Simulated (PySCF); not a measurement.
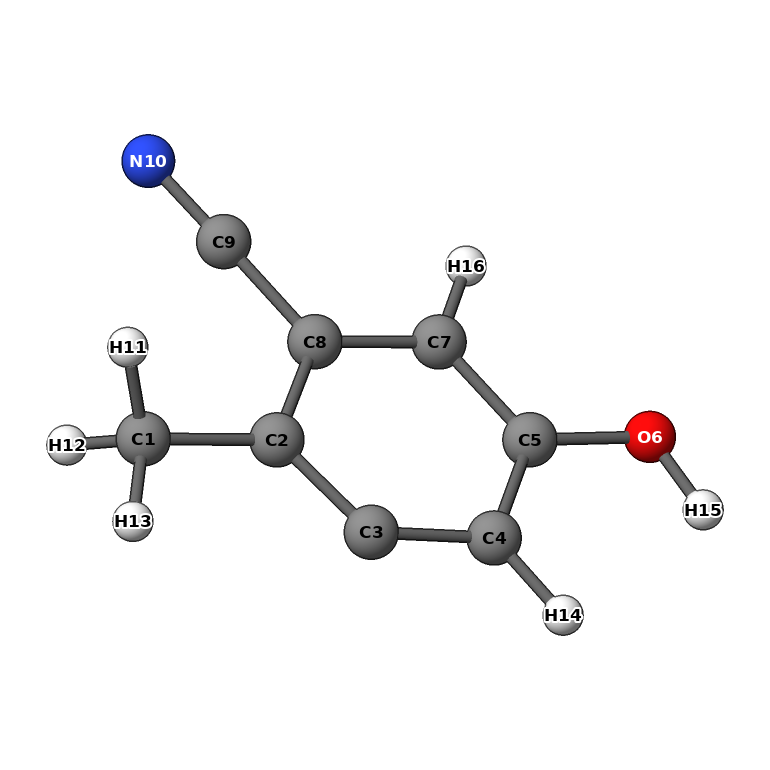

The questions are on Mulliken spin populations. Charge 0, doublet. The computed structure is the end point of a GFN2-xTB optimisation. No frequency run is at hand to confirm it as a minimum. Properties computed with UKS B3LYP, pcH-1 on C H N O, non-relativistic (PySCF 2.14.0).

Question: Which atom carries the largest spin population?

Answer: C3 (1.01 e).

Question: Which atom has the lowest spin population?

Answer: C2 (−0.09 e); a negative value comes from spin polarisation.

Give the Mulliken spin populations atom by atom.

```csv
atom,value (e)
C1,0.02
C2,−0.09
C3,1.01
C4,−0.07
C5,0.06
O6,0.01
C7,−0.04
C8,0.06
C9,0.00
N10,0.01
H11,0.00
H12,0.00
H13,0.00
H14,0.02
H15,0.00
H16,0.00
```

Mulliken values depend strongly on the basis set.
